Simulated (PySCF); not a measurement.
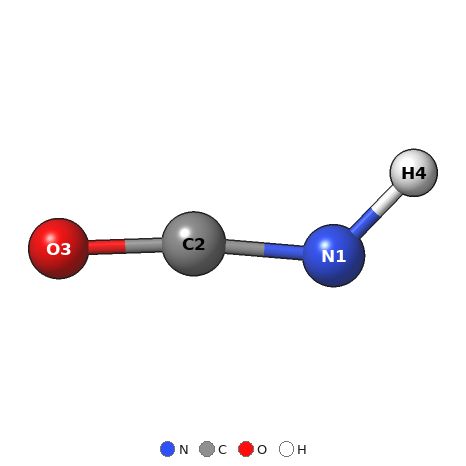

Numbered structure. The computed structure is the end point of a PBE0-D3(BJ)/def2-SVP optimisation. No frequency run is at hand to confirm it as a minimum.

List the bonds and their lengths.

```csv
bond,length (Å),order
N1–C2,1.210,double
N1–H4,1.008,single
C2–O3,1.165,double
```
